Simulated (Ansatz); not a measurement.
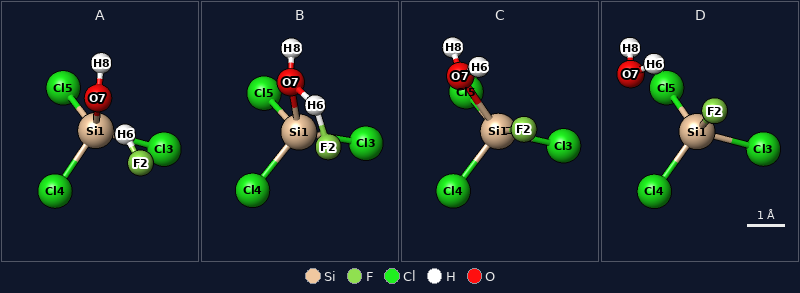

4 geometries from a converged minimum-energy path of SiH$_{2}$OCl$_{3}$F, made up at the start of SiCl3F and H₂O, shuffled. A ball-and-stick model, seen from a free direction.

The calculation used Ansatz 0.2.0, RKS B3LYP-D4/def2-SVP. Set-up: 5 movable images; climbing image; force threshold 0.05 eV/Å; iteration limit 59; starting path through a guess of the saddle point.

### Which of them lies highest in energy?

B. In order along the path, whose images run from 0 to 6: D (image 1, +0.19 eV), C (image 2, +0.52 eV), B (image 4, +1.10 eV), A (image 6, +0.26 eV). Breaking: H6–O7 (0.97 → 1.16 at the top → 1.75 Å), Si1–F2 (1.61 → 1.91 at the top → 3.30 Å). Forming: F2–H6 (2.30 → 1.21 at the top → 0.94 Å), Si1–O7 (3.11 → 1.80 at the top → 1.66 Å).

Limits of the set-up: the start holds two separate molecules, 2.3 Å apart at their closest, whose relative position is a soft coordinate.
